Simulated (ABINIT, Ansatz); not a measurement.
# Li3OCl (Pm-3m): G0W0 on several meshes in ABINIT

Aim: the GW shift of Li3OCl (Pm-3m) against the k mesh.

Method: PBEsol and many-body steps on it, plane waves, in ABINIT 10.8.3.

## (1) The structure

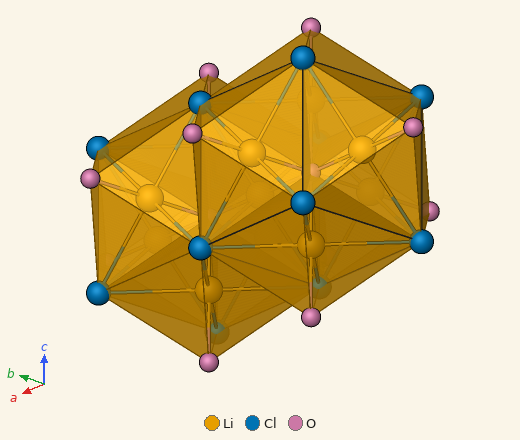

The cell as given, from a free direction (lithium orange, chlorine blue, oxygen pink). 2×1×1 cells are drawn. Some periodic images of atoms are drawn too.

The cell and positions are those that the Materials Project relaxed with its own functionals (PBE, PBE+U or r2SCAN), kept fixed.

## (2) Empty states on the mesh, 4×4×4 mesh, 154 bands

This step: ABINIT 10.8.3; DFT, PBEsol, plane waves, norm-conserving pseudopotentials.

The sums over transitions need many empty states on a uniform mesh; this step solves for them.

Input file run.abi:

```
acell 3*1.0 Angstrom
rprim 
  3.908337000000 0.000000000000 0.000000000000
  0.000000000000 3.908337000000 0.000000000000
  0.000000000000 0.000000000000 3.908337000000
ntypat 3
znucl 3 17 8
natom 5
typat 1 1 1 2 3
xred 
  0.000000000000 0.500000000000 0.500000000000
  0.500000000000 0.000000000000 0.500000000000
  0.500000000000 0.500000000000 0.000000000000
  0.000000000000 0.000000000000 0.000000000000
  0.500000000000 0.500000000000 0.500000000000
pp_dirpath "pseudos"
pseudos "Li.upf, Cl.upf, O.upf"
ecut 36
ngkpt 4 4 4
nshiftk 1
shiftk 0 0 0
kptopt 1
chksymbreak 0
irdden 1
istwfk *1
nband 154
prtvol 0
optdriver 6
gwr_task "HDIAGO"
paral_kgb 0
occopt 1
indata_prefix "in"
outdata_prefix "out"
tmpdata_prefix "tmp"
```

Run with:

```bash
> OMP_NUM_THREADS=1 mpirun -n 4 abinit run.abi > log
```

Numbers of over 12 decimals in the logs are rounded to 6 here.

Log:

```text
.Version 10.8.3 of ABINIT. v10.8.2 released Aug 2026.

 Symmetries : space group Pm -3 m (#221); Bravais cP (primitive cubic)
[... echo of the input left out ...]
== DATASET  1 ==================================================================
-   mpi_nproc: 4, omp_nthreads: 1 (-1 if OMP is not activated)

--- !DatasetInfo
iteration_state: {dtset: 1, }
dimensions: {natom: 5, nkpt: 10, mband: 154, nsppol: 1, nspinor: 1, nspden: 1, mpw: 4224, }
cutoff_energies: {ecut:  36.0, pawecutdg:  -1.0, }
[...]
Indirect band gap semiconductor
 Fundamental gap:     4.610 (eV)
   VBM:     1.281 (eV) at k: [ 5.0000E-01,  5.0000E-01,  0.0000E+00]
   CBM:     5.892 (eV) at k: [ 0.0000E+00,  0.0000E+00,  0.0000E+00]
 Direct gap:         4.712 (eV) at k: [ 5.0000E-01,  5.0000E-01,  0.0000E+00]

== END DATASET(S) ==============================================================
================================================================================

 -outvars: echo values of variables after computation  --------
           etotal      0.0000000000E+00
            nband         154
             nkpt          10
          spgroup         221
 [... the other variables as echoed above ...]

 Calculation completed.
```

Wall time 3 min (4 MPI ranks of Intel Xeon Platinum 8259CL at 2.50GHz (Skylake/Cascade Lake), shared host); peak memory 4 GiB.

Numbers from this step:

* gap: 4.610 eV
* k of the valence top: 0.5, 0.5, 0
* k of the conduction bottom: 0, 0, 0
* least direct gap: 4.712 eV
* k points computed: 10
* lowest point of the top converged band, above the valence top: 90.9367 eV

On this mesh the gap is 4.610 eV.

The density comes from a self-consistent run that is not shown.

## (3) Screening, 4×4×4 mesh, 66 bands, screening to 114.3 eV

The RPA dielectric matrix is built and inverted for each q.

This step: RPA screening on PBEsol, plane waves, norm-conserving pseudopotentials.

Changes to run.abi since step 2:

```diff
@@ -23,10 +23,11 @@
 chksymbreak 0
-irdden 1
 istwfk *1
-nband 154
-prtvol 0
-optdriver 6
-gwr_task "HDIAGO"
-paral_kgb 0
 occopt 1
+irdwfk 1
+optdriver 3
+nband 66
+ecuteps 4.2
+inclvkb 2
+awtr 1
+symchi 1
 indata_prefix "in"
```

Log:

```text
.Version 10.8.3 of ABINIT. v10.8.2 released Aug 2026.

 Symmetries : space group Pm -3 m (#221); Bravais cP (primitive cubic)
[... echo of the input left out ...]
== DATASET  1 ==================================================================
-   mpi_nproc: 4, omp_nthreads: 1 (-1 if OMP is not activated)

--- !DatasetInfo
iteration_state: {dtset: 1, }
dimensions: {natom: 5, nkpt: 10, mband: 66, nsppol: 1, nspinor: 1, nspden: 1, mpw: 4224, }
cutoff_energies: {ecut:  36.0, pawecutdg:  -1.0, }
electrons: {nelect:   2.20000000E+01, charge:   0.00000000E+00, occopt:   1.00000000E+00, tsmear:   1.00000000E-02, }

 SCREENING: Calculation of the susceptibility and dielectric matrices

 Based on a program developped by R.W. Godby, V. Olevano, G. Onida, and L. Reining.
 Incorporated in ABINIT by V. Olevano, G.-M. Rignanese, and M. Torrent.
.Using double precision arithmetic ; gwpc =  8

[... cell and pseudopotentials left out ...]
--------------------------------------------------------------------------------

 ==== K-mesh for the wavefunctions ====
 Number of points in the irreducible wedge :    10
[... list of points left out ...]
 Together with 48 symmetry operations and time-reversal symmetry
 yields    64 points in the full Brillouin Zone.

 ==== Q-mesh for the screening function ====
 Number of points in the irreducible wedge :    10
[... list of points left out ...]
 Together with 48 symmetry operations and time-reversal symmetry
 yields    64 points in the full Brillouin Zone.

 setmesh: FFT mesh size selected  =    27x   27x   27
          total number of points  =        19683

 vcoul_init : cutoff-mode = AUXILIARY_FUNCTION
 q-points for optical limit:   1
     1)      0.000010    0.000020    0.000030

- screening: taking advantage of time-reversal symmetry
- Maximum band index for partially occupied states nbvw = 11
- Remaining bands to be divided among processors   nbcw = 55
- Number of bands treated by each node ~13

 Number of electrons calculated from density =   22.0000; Expected =   22.0000
 average of density, n =  0.054607
 r_s =    1.6351
 omega_plasma =   22.5414 [eV]

 calculating chi0 at frequencies [eV] :
  1    0.000000E+00    0.000000E+00
  2    0.000000E+00    2.254139E+01

--------------------------------------------------------------------------------
  q-point number  1        q = ( 0.000000, 0.000000, 0.000000) [r.l.u.]
--------------------------------------------------------------------------------
[... chi0 elements left out ...]
 For q-point:  0.000010 0.000020 0.000030
  dielectric constant =   3.0142
  dielectric constant without local fields =   3.3988

  Average fulfillment of the sum rule on Im[epsilon] for q-point    1 :     53.18  [%]
[... wings left out ...]
  q-point number  2        q = ( 0.250000, 0.000000, 0.000000) [r.l.u.]
--------------------------------------------------------------------------------
[... chi0 elements left out ...]
  Average fulfillment of the sum rule on Im[epsilon] for q-point    2 :     66.41  [%]

 [... 8 further q-points ...]
```

The job ended after 33 s (4 MPI ranks; peak memory 0.84 GiB).

This step gave:

```yaml
eps_infinity_with_local_fields_on_this_mesh_along_the_program_s_q_direction: 3.014
the_same_without_local_fields: 3.399
plasma_frequency: 22.54 eV
plane_waves_in_the_screening_matrix: 171
```

Local fields lower ε∞ by 11 %. On a Γ-centred mesh this coarse the value itself is usually too large, while a short band sum pulls it down.

## (4) 4×4×4

The self-energy is evaluated for the states that the input lists, and the levels follow from it, in one-shot runs by the linearised quasiparticle equation.

This step: G0W0 on PBEsol, plane waves, norm-conserving pseudopotentials.

Changes to run.abi since step 3:

```diff
@@ -26,8 +26,17 @@
 irdwfk 1
-optdriver 3
+optdriver 4
 nband 66
+gwcalctyp 0
+ecutsigx 36
+symsigma 1
+nkptgw 2
+kptgw 
+  0.5000000000 0.5000000000 0.0000000000
+  0.0000000000 0.0000000000 0.0000000000
+bdgw 
+  10 13
+  9 14
 ecuteps 4.2
-inclvkb 2
-awtr 1
-symchi 1
+irdscr 1
+ppmodel 1
 indata_prefix "in"
```

Log:

```text
.Version 10.8.3 of ABINIT. v10.8.2 released Aug 2026.

 Symmetries : space group Pm -3 m (#221); Bravais cP (primitive cubic)
[... echo of the input left out ...]
== DATASET  1 ==================================================================
-   mpi_nproc: 4, omp_nthreads: 1 (-1 if OMP is not activated)

--- !DatasetInfo
iteration_state: {dtset: 1, }
dimensions: {natom: 5, nkpt: 10, mband: 66, nsppol: 1, nspinor: 1, nspden: 1, mpw: 4224, }
cutoff_energies: {ecut:  36.0, pawecutdg:  -1.0, }
electrons: {nelect:   2.20000000E+01, charge:   0.00000000E+00, occopt:   1.00000000E+00, tsmear:   1.00000000E-02, }

 SIGMA: Calculation of the GW corrections

 Based on a program developped by R.W. Godby, V. Olevano, G. Onida, and L. Reining.
 Incorporated in ABINIT by V. Olevano, G.-M. Rignanese, and M. Torrent.
.Using double precision arithmetic ; gwpc =  8

[... cell and pseudopotentials left out ...]
--------------------------------------------------------------------------------

 ==== K-mesh for the wavefunctions ====
 Number of points in the irreducible wedge :    10
[... list of points left out ...]
 Together with 48 symmetry operations and time-reversal symmetry
 yields    64 points in the full Brillouin Zone.

 ==== Q-mesh for screening function ====
 Number of points in the irreducible wedge :    10
[... list of points left out ...]
 Together with 48 symmetry operations and time-reversal symmetry
 yields    64 points in the full Brillouin Zone.

 vcoul_init : cutoff-mode = AUXILIARY_FUNCTION
 q-points for optical limit:   1
     1)      0.000010    0.000020    0.000030
 setmesh: FFT mesh size selected  =    40x   40x   40
          total number of points  =        64000

 Number of electrons calculated from density =   22.0000; Expected =   22.0000
 average of density, n =  0.054607
 r_s =    1.6351
 omega_plasma =   22.5414 [eV]

 === KS Band Gaps ===
  >>>> For spin  1
   Minimum direct gap =   4.7122 [eV], located at k-point      :   0.5000  0.5000  0.0000
   Fundamental gap    =   4.6105 [eV], Top of valence bands at :   0.5000  0.5000  0.0000
                                       Bottom of conduction at :   0.0000  0.0000  0.0000
 SIGMA fundamental parameters:
 PLASMON POLE MODEL  1
 number of plane-waves for SigmaX                 4139
 number of plane-waves for SigmaC and W            171
 number of plane-waves for wavefunctions          4139
 number of bands                                    66
 number of independent spin polarizations            1
 number of spinorial components                      1
 number of k-points in IBZ                          10
 number of q-points in IBZ                          10
 number of symmetry operations                      48
 number of k-points in BZ                           64
 number of q-points in BZ                           64
 number of frequencies for dSigma/dE                 9
 frequency step for dSigma/dE [eV]                0.25
 number of omega for Sigma on real axis              0
 max omega for Sigma on real axis  [eV]           0.00
 zcut for avoiding poles [eV]                     0.10

 EPSILON^-1 parameters (SCR file):
 dimension of the eps^-1 matrix on file            171
 dimension of the eps^-1 matrix used               171
 number of plane-waves for wavefunctions          4139
 number of bands                                    66
 number of q-points in IBZ                          10
 number of frequencies                               2
 number of real frequencies                          1
 number of imag frequencies                          1

 matrix elements of self-energy operator (all in [eV])

 Perturbative Calculation

--- !SelfEnergy_ee
iteration_state: {dtset: 1, }
kpoint     : [   0.500,    0.500,    0.000, ]
spin       : 1
KS_gap     :    4.712
QP_gap     :    6.854
Delta_QP_KS:    2.142
data: !SigmaeeData |
     Band     E0 <VxcDFT>   SigX SigC(E0)      Z dSigC/dE  Sig(E)    E-E0       E
       10   1.281 -18.122 -23.553   4.088   0.779  -0.283 -19.168  -1.047   0.235
       11   1.281 -18.122 -23.553   4.088   0.779  -0.283 -19.168  -1.047   0.235
       12   5.994  -8.285  -3.738  -3.258   0.850  -0.177  -7.189   1.095   7.089
       13   7.931  -9.949  -5.125  -3.274   0.843  -0.186  -8.642   1.308   9.238

--- !SelfEnergy_ee
iteration_state: {dtset: 1, }
kpoint     : [   0.000,    0.000,    0.000, ]
spin       : 1
KS_gap     :    5.114
QP_gap     :    7.289
Delta_QP_KS:    2.175
data: !SigmaeeData |
     Band     E0 <VxcDFT>   SigX SigC(E0)      Z dSigC/dE  Sig(E)    E-E0       E
        9   0.778 -17.306 -22.721   3.975   0.780  -0.282 -18.429  -1.124  -0.346
       10   0.778 -17.306 -22.721   3.975   0.780  -0.282 -18.429  -1.124  -0.346
       11   0.778 -17.306 -22.721   3.975   0.780  -0.282 -18.429  -1.124  -0.346
       12   5.892  -9.939  -5.408  -3.281   0.841  -0.189  -8.887   1.052   6.944
       13   8.154  -8.619  -3.889  -3.330   0.847  -0.181  -7.433   1.187   9.340
       14   8.154  -8.619  -3.889  -3.330   0.847  -0.181  -7.433   1.187   9.340

== END DATASET(S) ==============================================================
================================================================================

 -outvars: echo values of variables after computation  --------
           etotal      0.0000000000E+00
            nband          66
             nkpt          10
          spgroup         221
 [... the other variables as echoed above ...]

 Calculation completed.
```

The job ended after 15 s (4 MPI ranks; peak memory 0.74 GiB; 59 s of CPU time).

This step gave:

```yaml
g0w0_gap_on_the_points_computed: 6.709 eV
starting_gap_on_the_mesh: 4.610 eV
k_of_the_valence_top: 0.5, 0.5, 0
k_of_the_conduction_bottom: 0, 0, 0
z_at_the_valence_top: 0.779
z_at_the_conduction_bottom: 0.841
least_direct_g0w0_gap_on_the_computed_points: 6.854 eV
```

The gap on the mesh goes from 4.61 eV to 6.71 eV, a correction of +2.10 eV.

## (5) Empty states on the mesh, 2×2×2 mesh, 72 bands

This step: DFT, PBEsol, plane waves, norm-conserving pseudopotentials.

Changes to run.abi since step 4:

```diff
@@ -18,3 +18,3 @@
 ecut 36
-ngkpt 4 4 4
+ngkpt 2 2 2
 nshiftk 1
@@ -23,20 +23,10 @@
 chksymbreak 0
+iscf -2
+irdden 1
 istwfk *1
-occopt 1
-irdwfk 1
-optdriver 4
-nband 66
-gwcalctyp 0
-ecutsigx 36
-symsigma 1
-nkptgw 2
-kptgw 
-  0.5000000000 0.5000000000 0.0000000000
-  0.0000000000 0.0000000000 0.0000000000
-bdgw 
-  10 13
-  9 14
-ecuteps 4.2
-irdscr 1
-ppmodel 1
+nband 72
+nbdbuf 6
+tolwfr 1e-09
+nstep 60
+prtvol 0
 indata_prefix "in"
```

Log:

```text
.Version 10.8.3 of ABINIT. v10.8.2 released Aug 2026.

 Symmetries : space group Pm -3 m (#221); Bravais cP (primitive cubic)
[... echo of the input left out ...]
== DATASET  1 ==================================================================
-   mpi_nproc: 4, omp_nthreads: 1 (-1 if OMP is not activated)

--- !DatasetInfo
iteration_state: {dtset: 1, }
dimensions: {natom: 5, nkpt: 4, mband: 72, nsppol: 1, nspinor: 1, nspden: 1, mpw: 4224, }
cutoff_energies: {ecut:  36.0, pawecutdg:  -1.0, }
[...]
1.62544    1.64092    1.64976    1.64976    1.64976    1.70556    1.70556    1.70556
   1.75311    1.75311    1.85088    1.85088    1.85089    1.88558    1.95829    1.96077
 prteigrs : prtvol=0 or 1, do not print more k-points.

== END DATASET(S) ==============================================================
================================================================================

 -outvars: echo values of variables after computation  --------
            nband          72
             nkpt           4
          spgroup         221
 [... the other variables as echoed above ...]

 Calculation completed.
```

The job ended after 23 s (4 MPI ranks; peak memory 0.35 GiB; 90 s of CPU time).

Numbers from this step:

```yaml
gap: 4.610 eV
k_of_the_valence_top: 0.5, 0.5, 0
k_of_the_conduction_bottom: 0, 0, 0
least_direct_gap: 4.712 eV
k_points_computed: 4
lowest_point_of_the_top_converged_band_above_the_valence_top: 46.42 eV
```

On this mesh the gap is 4.610 eV.

## (6) Screening, 2×2×2 mesh, 66 bands, screening to 114.3 eV

This step: RPA screening on PBEsol, plane waves, norm-conserving pseudopotentials.

Changes to run.abi since step 5:

```diff
@@ -23,10 +23,11 @@
 chksymbreak 0
-iscf -2
-irdden 1
 istwfk *1
-nband 72
-nbdbuf 6
-tolwfr 1e-09
-nstep 60
-prtvol 0
+occopt 1
+irdwfk 1
+optdriver 3
+nband 66
+ecuteps 4.2
+inclvkb 2
+awtr 1
+symchi 1
 indata_prefix "in"
```

Log:

```text
.Version 10.8.3 of ABINIT. v10.8.2 released Aug 2026.

 Symmetries : space group Pm -3 m (#221); Bravais cP (primitive cubic)
[... echo of the input left out ...]
== DATASET  1 ==================================================================
-   mpi_nproc: 4, omp_nthreads: 1 (-1 if OMP is not activated)

--- !DatasetInfo
iteration_state: {dtset: 1, }
dimensions: {natom: 5, nkpt: 4, mband: 66, nsppol: 1, nspinor: 1, nspden: 1, mpw: 4224, }
cutoff_energies: {ecut:  36.0, pawecutdg:  -1.0, }
electrons: {nelect:   2.20000000E+01, charge:   0.00000000E+00, occopt:   1.00000000E+00, tsmear:   1.00000000E-02, }

 SCREENING: Calculation of the susceptibility and dielectric matrices

 Based on a program developped by R.W. Godby, V. Olevano, G. Onida, and L. Reining.
 Incorporated in ABINIT by V. Olevano, G.-M. Rignanese, and M. Torrent.
.Using double precision arithmetic ; gwpc =  8

[... cell and pseudopotentials left out ...]
--------------------------------------------------------------------------------

 ==== K-mesh for the wavefunctions ====
 Number of points in the irreducible wedge :     4
[... list of points left out ...]
 Together with 48 symmetry operations and time-reversal symmetry
 yields     8 points in the full Brillouin Zone.

 ==== Q-mesh for the screening function ====
 Number of points in the irreducible wedge :     4
[... list of points left out ...]
 Together with 48 symmetry operations and time-reversal symmetry
 yields     8 points in the full Brillouin Zone.

 setmesh: FFT mesh size selected  =    27x   27x   27
          total number of points  =        19683

 vcoul_init : cutoff-mode = AUXILIARY_FUNCTION
 q-points for optical limit:   1
     1)      0.000010    0.000020    0.000030

- screening: taking advantage of time-reversal symmetry
- Maximum band index for partially occupied states nbvw = 11
- Remaining bands to be divided among processors   nbcw = 55
- Number of bands treated by each node ~13

 Number of electrons calculated from density =   22.0000; Expected =   22.0000
 average of density, n =  0.054607
 r_s =    1.6351
 omega_plasma =   22.5414 [eV]

 calculating chi0 at frequencies [eV] :
  1    0.000000E+00    0.000000E+00
  2    0.000000E+00    2.254139E+01

--------------------------------------------------------------------------------
  q-point number  1        q = ( 0.000000, 0.000000, 0.000000) [r.l.u.]
--------------------------------------------------------------------------------
[... chi0 elements left out ...]
 For q-point:  0.000010 0.000020 0.000030
  dielectric constant =   3.5191
  dielectric constant without local fields =   3.9362

  Average fulfillment of the sum rule on Im[epsilon] for q-point    1 :     52.63  [%]
[... wings left out ...]
  q-point number  2        q = ( 0.500000, 0.000000, 0.000000) [r.l.u.]
--------------------------------------------------------------------------------
[... chi0 elements left out ...]
  Average fulfillment of the sum rule on Im[epsilon] for q-point    2 :     61.02  [%]

 [... 2 further q-points ...]
```

Elapsed: 9.3 s, on 4 MPI ranks; peak memory 0.56 GiB.

This step gave:

- ε∞ with local fields, on this mesh, along the program's q direction: 3.519
- the same without local fields: 3.936
- plasma frequency: 22.54 eV
- plane waves in the screening matrix: 171

(Continued in part 2 of 2.)

[Paths, hosts, dates, memory and timing lines, banners, echoed tables and standing remarks are left out of the program output.]

[Logs are printed without paths, hosts, clocks, repeated set-up lines and the standing remarks that a program may print on its own settings, such as how far it seeks lower states.]

[Runs of the session that timed out or met a known fault of the program may be left out.]

[Hosts, paths, dates, database ids (printed as entryN), source tags and the programs' standing remarks are cut or masked in the printed files.]

[G0W0 gaps are taken among the corrected bands and points alone; a level outside them can change the order at an edge.]

[Where Ansatz stands beside ABINIT at settings called matched, ABINIT's density can come from a denser mesh and the files from another edition; pairs whose starting gaps differed by over 0.03 eV were left out, so agreement reads better than it is.]
